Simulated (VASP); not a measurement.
# KMgF3: optical spectrum

Aim: the dielectric function of KMgF3 for independent particles, and its static limit with local fields. The cell has space group Pm-3m. The start is a cell from a database of measured crystal structures.

Calculated with VASP 6.6.1; PBE; plane waves and PAW (K_sv, Mg, F).

## 1. Set-up

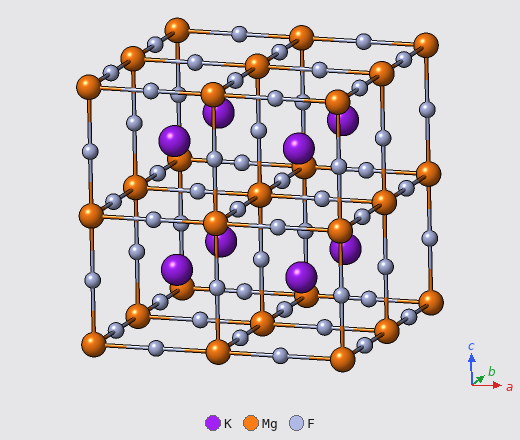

The starting structure, seen slightly off an axis (potassium purple, magnesium orange, fluorine light blue). 2×2×2 cells are drawn. Some periodic images of atoms are drawn too.

## 2. Ground state

The ground state comes first.

Contents of INCAR:

```
SYSTEM = KMgF3
PREC = Accurate
ENCUT = 520
EDIFF = 1E-07
NELM = 100
ISMEAR = 0
SIGMA = 0.05
LREAL = .FALSE.
ALGO = Normal
GGA = PE
NBANDS = 22
LORBIT = 11
LWAVE = .FALSE.
LCHARG = .FALSE.
KPAR = 4
```

Contents of POSCAR:

```
KMgF3
1.0
    3.9859000000      0.0000000000      0.0000000000
    0.0000000000      3.9859000000      0.0000000000
    0.0000000000      0.0000000000      3.9859000000
K Mg F
1 1 3
Direct
    0.5000000000      0.5000000000      0.5000000000
    0.0000000000      0.0000000000      0.0000000000
    0.0000000000      0.0000000000      0.5000000000
    0.0000000000      0.5000000000      0.0000000000
    0.5000000000      0.0000000000      0.0000000000
```

Contents of KPOINTS:

```
Automatic mesh
0
Gamma
6 6 6
0 0 0
```

The projector-augmented-wave data sets are K_sv, Mg and F (PBE family, release 64).

Started as:

```console
mpirun -np 4 vasp_std
```

What it wrote:

```text
[banner, memory and clock lines left out]
running    4 mpi-ranks, on    1 nodes
 distrk:  each k-point on    1 cores,    4 groups
 distr:  one band on    1 cores,    1 groups

 POSCAR found type information on POSCAR K MgF
 POSCAR found :  3 types and       5 ions
 LDA part: xc-table for (Slater+PW92), standard interpolation
 POSCAR, INCAR and KPOINTS ok, starting setup
 FFT: planning ... GRIDC
 FFT: planning ... GRID_SOFT
 FFT: planning ... GRID
 WAVECAR not read
 entering main loop
       N       E                     dE             d eps       ncg     rms          rms(c)
DAV:   1     0.226277106254E+03    0.22628E+03   -0.17582E+04   912   0.140E+03
DAV:   2    -0.152421810547E+02   -0.24152E+03   -0.23404E+03  1114   0.363E+02
DAV:   3    -0.260535149959E+02   -0.10811E+02   -0.10770E+02  1214   0.722E+01
DAV:   4    -0.266211103767E+02   -0.56760E+00   -0.56698E+00  1358   0.938E+00
DAV:   5    -0.266239644054E+02   -0.28540E-02   -0.28540E-02  1134   0.716E-01    0.901E+00
DAV:   6    -0.244202667058E+02    0.22037E+01   -0.80872E+00  1018   0.208E+01    0.391E+00
DAV:   7    -0.244141579001E+02    0.61088E-02   -0.24137E-01  1168   0.306E+00    0.241E+00
DAV:   8    -0.244148678409E+02   -0.70994E-03   -0.78195E-02  1066   0.270E+00    0.332E-01
DAV:   9    -0.244142001478E+02    0.66769E-03   -0.20819E-02  1120   0.102E+00    0.151E-01
DAV:  10    -0.244142785196E+02   -0.78372E-04   -0.18186E-03  1120   0.316E-01    0.770E-02
DAV:  11    -0.244142805110E+02   -0.19913E-05   -0.19287E-05  1104   0.333E-02    0.739E-02
DAV:  12    -0.244142835300E+02   -0.30191E-05   -0.20391E-05   922   0.377E-02    0.307E-02
DAV:  13    -0.244142807314E+02    0.27986E-05   -0.40278E-06  1084   0.223E-02    0.207E-02
DAV:  14    -0.244142769864E+02    0.37450E-05   -0.63812E-06  1012   0.186E-02    0.109E-02
DAV:  15    -0.244142763529E+02    0.63352E-06   -0.69250E-07  1200   0.608E-03    0.755E-03
DAV:  16    -0.244142756268E+02    0.72616E-06   -0.13607E-06  1012   0.966E-03    0.223E-03
DAV:  17    -0.244142755800E+02    0.46723E-07   -0.99414E-08   674   0.208E-03
   1 F= -.24414276E+02 E0= -.24414276E+02  d E =-.257962E-15
```

Run time: 30 s. Hardware: 4 MPI ranks of AMD EPYC 7R43, shared host; peak memory 0.61 GiB; 1.9 min of CPU time.

Lines that name or quote the potential files are left out of all logs, and their timing lines are given in words.

From OUTCAR (step 2):

```text
ion  position               nearest neighbor table
   1  0.500  0.500  0.500-   3 2.82   4 2.82   5 2.82   4 2.82   5 2.82   3 2.82   5 2.82   5 2.82
                             3 2.82   4 2.82   4 2.82   3 2.82   2 3.45   2 3.45   2 3.45   2 3.45
   2  0.000  0.000  0.000-   3 1.99   4 1.99   5 1.99   3 1.99   4 1.99   5 1.99   1 3.45   1 3.45
                             1 3.45   1 3.45   1 3.45   1 3.45   1 3.45   1 3.45
   3  0.000  0.000  0.500-   2 1.99   2 1.99   1 2.82   1 2.82   1 2.82   1 2.82
   4  0.000  0.500  0.000-   2 1.99   2 1.99   1 2.82   1 2.82   1 2.82   1 2.82
   5  0.500  0.000  0.000-   2 1.99   2 1.99   1 2.82   1 2.82   1 2.82   1 2.82

  LATTYP: Found a simple cubic cell.
 ALAT       =     3.9859000000

 Subroutine GETGRP returns: Found 48 space group operations
 (whereof 48 operations were pure point group operations)

The static configuration has the point symmetry O_h .

 Found     20 irreducible k-points:

   k-points           NKPTS =     20   k-points in BZ     NKDIM =     20   number of bands    NBANDS=     22

   dimension x,y,z NGX =    30 NGY =   30 NGZ =   30
   dimension x,y,z NGXF=    60 NGYF=   60 NGZF=   60

   ENCUT  =  520.0 eV  38.22 Ry    6.18 a.u.   7.41  7.41  7.41*2*pi/ulx,y,z

   NELECT =      32.0000    total number of electrons

 k-points in reciprocal lattice and weights: Automatic mesh
   0.00000000  0.00000000  0.00000000       0.005
   0.16666667  0.00000000  0.00000000       0.028
   0.33333333  0.00000000  0.00000000       0.028
   0.50000000  0.00000000  0.00000000       0.014
   0.16666667  0.16666667  0.00000000       0.056
   0.33333333  0.16666667  0.00000000       0.111
   0.50000000  0.16666667  0.00000000       0.056
   0.33333333  0.33333333  0.00000000       0.056
   0.50000000  0.33333333  0.00000000       0.056
[...]
0.50000000  0.50000000  0.33333333       0.028
   0.50000000  0.50000000  0.50000000       0.005

 average (electrostatic) potential at core
       1 -34.4580       2 -38.3393       3 -77.5017       4 -77.5017       5 -77.5017

 E-fermi :  -1.3322

 k-point     1 :       0.0000    0.0000    0.0000
  band No.  band energies     occupation
    ...
     12      -2.2230      2.00000
     13      -2.2230      2.00000
     14      -1.9237      2.00000
     15      -1.9237      2.00000
     16      -1.9237      2.00000
     17       5.7037      0.00000
     18       8.4800      0.00000
     19       8.4800      0.00000
     20      10.6359      0.00000
     21      10.6359      0.00000
    ...

 k-point     2 :       0.1667    0.0000    0.0000
  band No.  band energies     occupation
    ...
     12      -2.2792      2.00000
     13      -2.2792      2.00000
     14      -2.1811      2.00000
     15      -1.9767      2.00000
     16      -1.9767      2.00000
     17       6.1858      0.00000
     18       8.7246      0.00000
     19       8.7687      0.00000
     20      10.7634      0.00000
     21      10.7785      0.00000
    ...

 k-point     3 :       0.3333    0.0000    0.0000
  band No.  band energies     occupation
    ...
     12      -2.4086      2.00000
     13      -2.3979      2.00000
     14      -2.3979      2.00000
     15      -2.0796      2.00000
     16      -2.0796      2.00000
     17       7.3642      0.00000
     18       9.2292      0.00000
     19       9.2427      0.00000
     20      11.0595      0.00000
     21      11.0678      0.00000
    ...

  Total        1.3256228      1.3256228      1.3256228     -0.0000000      0.0000000     -0.0000000
  in kB       33.5390950     33.5390950     33.5390950     -0.0000000      0.0000000     -0.0000000
  external PRESSURE =      33.5390950 kB  Pullay stress =       0.0000000 kB

  energy-cutoff  :      520.00
  volume of cell :       63.33
      direct lattice vectors                 reciprocal lattice vectors
     3.985900000  0.000000000  0.000000000     0.250884367  0.000000000  0.000000000
     0.000000000  3.985900000  0.000000000     0.000000000  0.250884367  0.000000000
     0.000000000  0.000000000  3.985900000     0.000000000  0.000000000  0.250884367

 POSITION                                       TOTAL-FORCE (eV/Angst)
 -----------------------------------------------------------------------------------
      1.99295      1.99295      1.99295         0.000000      0.000000      0.000000
      0.00000      0.00000      0.00000         0.000000      0.000000      0.000000
      0.00000      0.00000      1.99295         0.000000      0.000000      0.000000
      0.00000      1.99295      0.00000         0.000000      0.000000      0.000000
      1.99295      0.00000      0.00000         0.000000      0.000000      0.000000
 -----------------------------------------------------------------------------------
    total drift:                                0.000000     -0.000000      0.000000

  FREE ENERGIE OF THE ION-ELECTRON SYSTEM (eV)
  ---------------------------------------------------
  free  energy   TOTEN  =       -24.4142755800 eV

  energy  without entropy=      -24.4142755800  energy(sigma->0) =      -24.41427558

 total charge
# of ion       s       p       d       tot
------------------------------------------
    1        1.956   5.595   0.028   7.580
    2        0.126   0.160   0.079   0.365
    3        1.731   4.411   0.000   6.141
    4        1.731   4.411   0.000   6.141
    5        1.731   4.411   0.000   6.141
--------------------------------------------------
tot          7.274  18.988   0.107  26.368

[... 3 further parts left out ...]
```

The gap is read on the k-mesh alone, so it is an upper bound where the band edges lie off the mesh.

This step gave:

- free energy (TOTEN): -24.41 eV
- Fermi energy: -1.332 eV
- pressure: 3.354 GPa
- gap on the k-mesh: 7.303 eV
- least direct gap on the k-mesh: 7.627 eV

The cell has a gap of 7.30 eV on this mesh and a pressure of +3.4 GPa, which holds the misfit of the given cell and coordinates with this functional, and any error of cutoff, mesh and data sets.

## 3. Spectrum

LOPTICS sums the direct transitions; the mesh is finer and NBANDS larger than for the ground state.

Changes to INCAR since step 2:

```diff
@@ -10,4 +10,3 @@
 GGA = PE
-NBANDS = 22
-LORBIT = 11
+NBANDS = 44
 LWAVE = .FALSE.
@@ -15 +14,4 @@
 KPAR = 4
+LOPTICS = .TRUE.
+NEDOS = 2000
+CSHIFT = 0.15
```

POSCAR is that of step 2.

Contents of KPOINTS:

```
Automatic mesh
0
Gamma
8 8 8
0 0 0
```

Started as:

```console
mpirun -np 4 vasp_std
```

What it wrote:

```text
[... set-up lines as in an earlier step ...]
 entering main loop
       N       E                     dE             d eps       ncg     rms          rms(c)
DAV:   1     0.216793385017E+03    0.21679E+03   -0.15568E+04  3256   0.700E+02
DAV:   2    -0.168460314036E+02   -0.23364E+03   -0.21793E+03  3512   0.224E+02
DAV:   3    -0.263798882501E+02   -0.95339E+01   -0.94173E+01  4568   0.395E+01
DAV:   4    -0.266226782347E+02   -0.24279E+00   -0.24234E+00  4124   0.399E+00
DAV:   5    -0.266239524329E+02   -0.12742E-02   -0.12741E-02  3900   0.301E-01    0.901E+00
DAV:   6    -0.244277534275E+02    0.21962E+01   -0.33743E+00  3312   0.104E+01    0.417E+00
DAV:   7    -0.244156826608E+02    0.12071E-01   -0.12890E-01  3936   0.162E+00    0.232E+00
DAV:   8    -0.244126046538E+02    0.30780E-02   -0.41229E-02  3468   0.120E+00    0.238E-01
DAV:   9    -0.244138461826E+02   -0.12415E-02   -0.43546E-03  4412   0.298E-01    0.184E-01
DAV:  10    -0.244142335539E+02   -0.38737E-03   -0.33791E-04  3404   0.872E-02    0.775E-02
DAV:  11    -0.244142652231E+02   -0.31669E-04   -0.11269E-04  3596   0.621E-02    0.448E-02
DAV:  12    -0.244142653253E+02   -0.10229E-06   -0.11015E-05  3496   0.168E-02    0.557E-03
DAV:  13    -0.244142652073E+02    0.11801E-06   -0.33173E-07  4312   0.330E-03    0.165E-03
DAV:  14    -0.244142650212E+02    0.18614E-06   -0.91055E-08  3084   0.150E-03    0.833E-04
DAV:  15    -0.244142650498E+02   -0.28575E-07   -0.27760E-09  2012   0.293E-04
   1 F= -.24414265E+02 E0= -.24414265E+02  d E =-.153126E-11
 optical routines
 imaginary and real dielectric function
 recalculating local potential from charge density
 direction            1
 direction            2
 direction            3
```

It took 73 s on 4 MPI ranks; peak memory 1 GiB.

OUTCAR, selected parts (step 3):

```text
The static configuration has the point symmetry O_h .

 Found     35 irreducible k-points:

   k-points           NKPTS =     35   k-points in BZ     NKDIM =     35   number of bands    NBANDS=     44

   NELECT =      32.0000    total number of electrons

 E-fermi :  -1.3792

 k-point     1 :       0.0000    0.0000    0.0000
  band No.  band energies     occupation
    ...
     12      -2.2232      2.00000
     13      -2.2232      2.00000
     14      -1.9238      2.00000
     15      -1.9238      2.00000
     16      -1.9238      2.00000
     17       5.7037      0.00000
     18       8.4800      0.00000
     19       8.4800      0.00000
     20      10.6359      0.00000
     21      10.6359      0.00000
    ...

 k-point     2 :       0.1250    0.0000    0.0000
  band No.  band energies     occupation
    ...
     12      -2.2558      2.00000
     13      -2.2558      2.00000
     14      -2.0747      2.00000
     15      -1.9550      2.00000
     16      -1.9550      2.00000
     17       5.9816      0.00000
     18       8.6223      0.00000
     19       8.6491      0.00000
     20      10.7093      0.00000
     21      10.7193      0.00000
    ...

  Total        1.3295765      1.3295765      1.3295765     -0.0000000     -0.0000000      0.0000000
  in kB       33.6391277     33.6391277     33.6391277     -0.0000000     -0.0000000      0.0000000
  external PRESSURE =      33.6391277 kB  Pullay stress =       0.0000000 kB

  FREE ENERGIE OF THE ION-ELECTRON SYSTEM (eV)
  ---------------------------------------------------
  free  energy   TOTEN  =       -24.4142650498 eV

  energy  without entropy=      -24.4142650498  energy(sigma->0) =      -24.41426505

 plasma frequency squared (from intraband transitions) (eV^2)
  --------------------------------------------------------------------------------------
       0.000       0.000       0.000
       0.000       0.000       0.000
       0.000       0.000       0.000

[... 7 parts as in an earlier step ...]

[... 6 further parts left out ...]
```

These are independent-particle spectra without excitons or local fields, and fine structure depends on the mesh and on CSHIFT.

This step gave:

```yaml
fermi_energy: -1.379 eV
pressure: 3.364 GPa
least_direct_gap_on_the_k_mesh: 7.628 eV
```

The imaginary dielectric function, xx has structure finer than the step of the table below, so its rows give means over 1 eV, whole bins alone (the curve runs from 0 to 25.0 eV). Peaks (eV: height): 11.5: 2.35, 16.3: 1.53, 20.0: 2.95, 21.8: 3.70, 23.5: 1.61.

Absorption under the direct gap is the tail of the CSHIFT broadening, and fine structure depends on the mesh. Imaginary dielectric function, xx against photon energy; means over each step:

| photon energy (eV) | imaginary dielectric function, xx |
| --- | --- |
| 1 | 0.00159 |
| 2 | 0.00331 |
| 3 | 0.00537 |
| 4 | 0.00808 |
| 5 | 0.0122 |
| 6 | 0.0196 |
| 7 | 0.0450 |
| 8 | 0.311 |
| 9 | 0.568 |
| 10 | 0.872 |
| 11 | 1.93 |
| 12 | 1.65 |
| 13 | 1.27 |
| 14 | 0.785 |
| 15 | 0.838 |
| 16 | 1.21 |
| 17 | 1.15 |
| 18 | 1.53 |
| 19 | 1.89 |
| 20 | 2.68 |
| 21 | 2.33 |
| 22 | 2.84 |
| 23 | 1.14 |
| 24 | 0.995 |

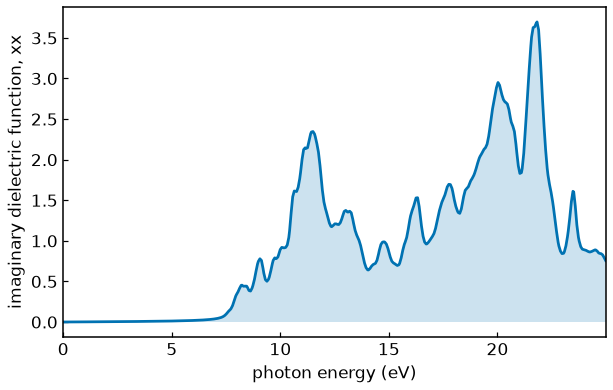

Imaginary dielectric function, xx against photon energy.

Real dielectric function, xx against photon energy:

| photon energy (eV) | real dielectric function, xx |
| --- | --- |
| 0.0 | 2.07 |
| 2.5 | 2.11 |
| 5.0 | 2.23 |
| 7.5 | 2.68 |
| 10.0 | 2.99 |
| 12.5 | 1.64 |
| 15.0 | 1.70 |
| 17.5 | 2.19 |
| 20.0 | 1.58 |
| 22.5 | -0.924 |

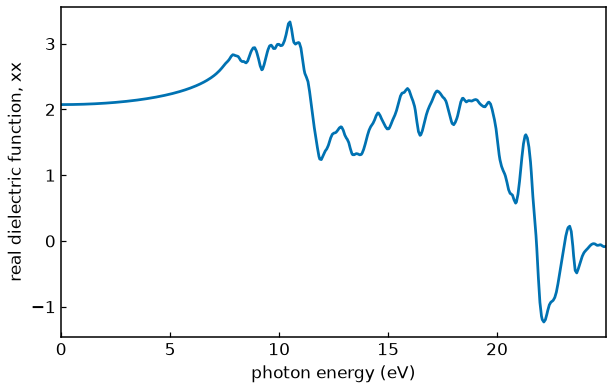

Real dielectric function, xx, plotted against photon energy.

[end of part 1 of 2]

[Lines on the potential files, build, host, timing and source positions are cut from VASP's logs without a mark.]

[Logs are printed without paths, hosts, clocks, repeated set-up lines and the standing remarks that a program may print on its own settings, such as how far it seeks lower states.]

[Hosts, paths, dates, database ids (printed as entryN), source tags and the programs' standing remarks are cut or masked in the printed files.]
